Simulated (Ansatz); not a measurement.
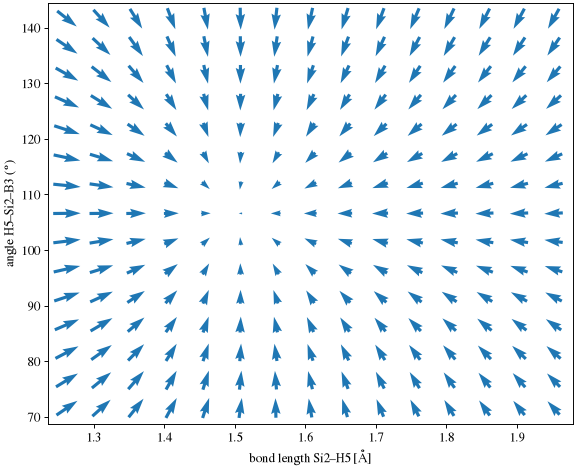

BClHOSi, SMILES [O-][SiH]=BCl, charge −1. The first coordinate is: bond length Si2–H5; the second: angle H5–Si2–B3. Nothing is relaxed (all other coordinates rigid). The scan uses a 15 × 15 grid. Points are written as (first, second). The calculation used Ansatz 0.2.0, RHF/def2-SVPD.

Drawn: arrows along the force (downhill), their lengths compressed.

Question: The arrows alone are given. Where is the energy lowest?

Answer: The arrows converge at about (1.502 Å, 107°) (read from the interpolated surface).

The energy map of the same scan:

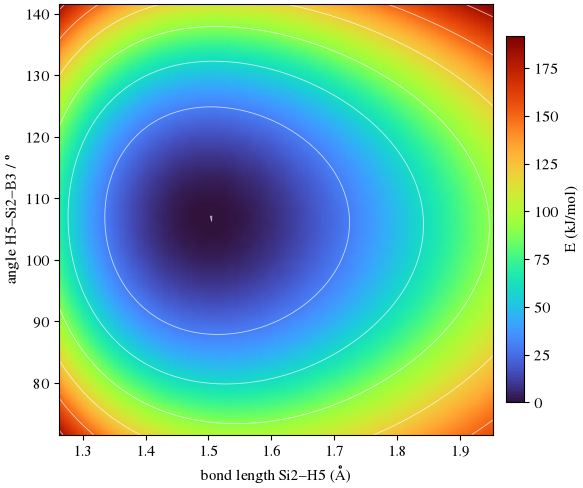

Energies are in kJ/mol, from the lowest grid point; between grid points the surface is interpolated.
